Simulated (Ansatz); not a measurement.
**C2H7AlSi: reading failed and doubtful runs**

3 inputs were typed for C2H7AlSi. Each is run as it stands; the log then has to tell whether the result can be used.

Program: Ansatz 0.2.0, Gaussian basis. Level of theory: the settings change from run to run. These are calculated values, not measurements.

## Step 1: The relaxed structure

The geometry comes from an earlier relaxation with PBE0-D4 in a triple-zeta def2 set; it is a stationary point, not always the lowest conformer.

11 atoms, charge 0, spin multiplicity 1.

Atoms are counted from 1 here; the program's logs count them from 0.

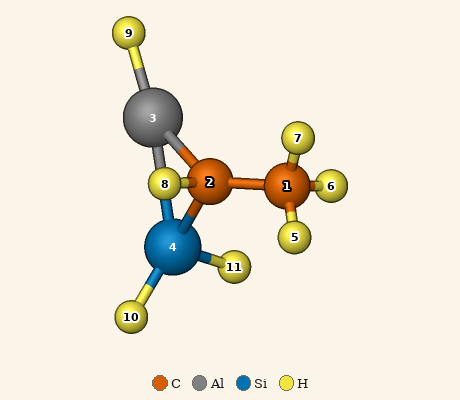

The geometry (carbon orange, aluminium grey, silicon blue, hydrogen yellow); atoms are numbered from 1 in the order of the file.

## Step 2: Attempt 1

Contents of in.yaml:

```yaml
crystal:
  periodic: [false, false, false]
  atoms:
    - {symbol: C, position_ang: [-0.913204, 1.236402, -0.086435]}
    - {symbol: C, position_ang: [-0.035023, -0.017753, -0.384799]}
    - {symbol: Al, position_ang: [1.801677, -0.533403, -0.593700]}
    - {symbol: Si, position_ang: [0.237465, -1.425678, 0.859666]}
    - {symbol: H, position_ang: [-1.930947, 1.058938, 0.016935]}
    - {symbol: H, position_ang: [-0.552646, 1.751768, 0.827333]}
    - {symbol: H, position_ang: [-0.786402, 2.068616, -0.865330]}
    - {symbol: H, position_ang: [-0.397862, -0.487405, -1.348962]}
    - {symbol: h, position_ang: [3.086756, -0.166024, -1.445138]}
    - {symbol: H, position_ang: [-0.711682, -2.626492, 0.822555]}
    - {symbol: H, position_ang: [0.371288, -0.919885, 2.172576]}
basis:
  gaussian: {orbitals: cc-pVDZ}
magnetization: {spin_polarized: true, initial_magnetization: 2}
hamiltonian: {xc: {name: BHLYP}, dispersion: d4}
scf: {lower_state_search: full}
output: {forces: true}
```

On the command line:

```sh
$ ansatz run in.yaml --threads 2 --pin off --events-out ev --progress --plain --max-ram 4352MiB
```

Output:

```text
Error: YAML parse error: error: line 12 column 16: `h` is not an element symbol (H … Og, case-exact)
  --> <input>:12:16
   |
10 |     - {symbol: H, position_ang: [-0.786402, 2.068616, -0.865330]}
11 |     - {symbol: H, position_ang: [-0.397862, -0.487405, -1.348962]}
12 |     - {symbol: h, position_ang: [3.086756, -0.166024, -1.445138]}
   |                ^ `h` is not an element symbol (H … Og, case-exact)
13 |     - {symbol: H, position_ang: [-0.711682, -2.626492, 0.822555]}
14 |     - {symbol: H, position_ang: [0.371288, -0.919885, 2.172576]}
   |
```

Run time: 0.05 s. Hardware: 2 threads of Arm Neoverse V1, shared host.

Diagnosis: Refused before any calculation. An element symbol is wrong. It also asks for charge 0 and multiplicity 3, another species or state than the molecule above. Its coordinates are also moved off the relaxed structure. To mend it, correct the symbol, and set charge and spin to those of the species named.

## Step 3: Attempt 2

Contents of in.yaml:

```yaml
crystal:
  periodic: [false, false, false]
  atoms:
    - {symbol: C, position_ang: [-1.663707, 2.396906, -0.170477]}
    - {symbol: C, position_ang: [-0.137107, 0.042686, -0.725622]}
    - {symbol: Al, position_ang: [3.367722, -0.996816, -1.192412]}
    - {symbol: Si, position_ang: [0.398544, -2.713655, 1.562405]}
    - {symbol: H, position_ang: [-3.679707, 1.987716, 0.056526]}
    - {symbol: H, position_ang: [-1.024262, 3.282582, 1.582093]}
    - {symbol: H, position_ang: [-1.478819, 3.810085, -1.668703]}
    - {symbol: H, position_ang: [-0.821465, -0.912269, -2.469704]}
    - {symbol: H, position_ang: [5.865975, -0.342659, -2.706805]}
    - {symbol: H, position_ang: [-1.383529, -4.896661, 1.568317]}
    - {symbol: H, position_ang: [0.679755, -1.765433, 4.203309]}
basis:
  gaussian: {orbitals: def2-mTZVP}
total_charge: 1
magnetization: {spin_polarized: true, initial_magnetization: 1}
hamiltonian: {xc: {name: SPW92}}
accuracy: high
output: {forces: true}
```

The command is unchanged.

Output (excerpt; [...] marks lines left out):

```text
Functional definition: SPW92
  name "SPW92"
  cite "Dirac, Proc. Camb. Phil. Soc. 26, 376 (1930) doi:10.1017/S0305004100016108"
  cite "Slater, Phys. Rev. 81, 385 (1951) doi:10.1103/PhysRev.81.385"
  cite "Perdew & Wang, Phys. Rev. B 45, 13244 (1992) doi:10.1103/PhysRevB.45.13244"
[...]
2074 factors; integrals over basis functions are off by at most 9.5e-8 eV
[...]
mean field -16541.17611415 eV, -607.8770101831 hartree, gradient 5.2e-8 eV, S^2 2.315885; 12 other end points of the search recorded, 0 dependent functions left out
[...]
reference -16541.17612103 eV, -607.8770104360 hartree; 23, 22 occupied and 80, 81 virtual orbitals, 2074 factors
Total energy: -16541.17612103 eV, -607.8770104360 hartree
Atom 0 at    -1.663707     2.396906    -0.170477 Å, force    -1.158656     1.851186     0.600693 eV/Å
Atom 1 at    -0.137107     0.042686    -0.725622 Å, force    -0.743077    -0.911151    -1.459965 eV/Å
Atom 2 at     3.367722    -0.996816    -1.192412 Å, force    -0.154098     0.304296    -0.196557 eV/Å
Atom 3 at     0.398544    -2.713655     1.562405 Å, force    -0.859901     0.065870     0.829007 eV/Å
Atom 4 at    -3.679707     1.987716     0.056526 Å, force     2.857444     0.485235    -0.329165 eV/Å
Atom 5 at    -1.024262     3.282582     1.582093 Å, force    -0.875311    -1.317757    -2.507982 eV/Å
Atom 6 at    -1.478819     3.810085    -1.668703 Å, force    -0.186637    -2.026958     2.027592 eV/Å
Atom 7 at    -0.821465    -0.912269    -2.469704 Å, force     0.802367     1.142545     2.080805 eV/Å
Atom 8 at     5.865975    -0.342659    -2.706805 Å, force    -0.373928    -0.108730     0.235017 eV/Å
Atom 9 at    -1.383529    -4.896661     1.568317 Å, force     0.792545     0.952410    -0.031343 eV/Å
Atom 10 at     0.679755    -1.765433     4.203309 Å, force    -0.100749    -0.436946    -1.248103 eV/Å
Dipole moment:     1.359601    -0.435869    -0.314823 e Å
```

Wall time 16 s (2 threads of Arm Neoverse V1, shared host); peak memory 0.31 GiB.

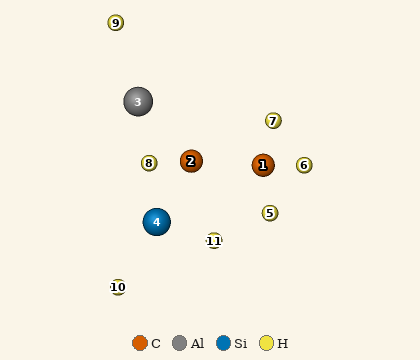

The geometry of this input.

**Diagnosis.** It ended without an error, which proves nothing about the input. The coordinates are in bohr but typed as ångström. The shortest distance is 2.07 Å (C1–H6), against 1.09 Å in the relaxed molecule. It also asks for charge 1 and multiplicity 2, another species or state than the molecule above. Its energy is no property of the relaxed molecule. To mend it, take the coordinates from the file in ångström, and set charge and spin to those of the species named.

## Step 4: Attempt 3

Contents of in.yaml:

```yaml
crystal:
  periodic: [false, false, false]
  atoms:
    - {symbol: C, position_ang: [-0.880396, 1.268387, -0.090213]}
    - {symbol: C, position_ang: [-0.072554, 0.022589, -0.383983]}
    - {symbol: Al, position_ang: [1.782121, -0.527492, -0.630997]}
    - {symbol: Si, position_ang: [0.210900, -1.436004, 0.826789]}
    - {symbol: H, position_ang: [-1.947216, 1.051853, 0.029912]}
    - {symbol: H, position_ang: [-0.542016, 1.737067, 0.837207]}
    - {symbol: H, position_ang: [-0.782557, 2.016210, -0.883039]}
    - {symbol: H, position_ang: [-0.434700, -0.482752, -1.306910]}
    - {symbol: H, position_ang: [3.104139, -0.181327, -1.432379]}
    - {symbol: H, position_ang: [-0.732132, -2.591200, 0.829917]}
    - {symbol: H, position_ang: [0.359711, -0.934227, 2.224295]}
basis:
  gaussian: {orbitals: cc-pVTZ-PP, fitting: {mean_field: cc-pVTZ-jkfit}}
hamiltonian: {xc: {name: BHLYP}}
output: {forces: true}
```

Launched as before.

Output:

```text
Functional definition: BHLYP
  name "BHLYP"
  cite "Becke, J. Chem. Phys. 98, 1372 (1993) doi:10.1063/1.464304"
  cite "Becke, Phys. Rev. A 38, 3098 (1988) doi:10.1103/PhysRevA.38.3098"
  cite "Lee, Yang & Parr, Phys. Rev. B 37, 785 (1988) doi:10.1103/PhysRevB.37.785"
  parameter a = 0.5
  exchange = (1 - a)*b88_x + a*exact_x
  correlation = lyp_c
Error: <dir> the basis set cc-pVTZ-PP has no functions for C
```

Run time: 0.05 s. Hardware: 2 threads of Arm Neoverse V1, shared host.

What is wrong: Refused before any calculation. The basis set is misnamed or doesn't suit the job. Fix: name an orbital basis set that the library holds for every element here.

## Step 5: How the tries ended

```tsv
attempt	level	ended	cause	time
1	BHLYP/cc-pVDZ	refused	an element symbol is wrong	0.05 s
2	SPW92/def2-mTZVP	converged	the coordinates are in bohr but typed as ångström	16 s
3	BHLYP/cc-pVTZ-PP	refused	the basis set is misnamed or doesn't suit the job	0.05 s
```

2 refused, 1 converged. A refusal costs next to no computing time. The dangerous case is the input that converges on a wrong geometry, charge, spin, basis or grid: often only a look at the input shows it.
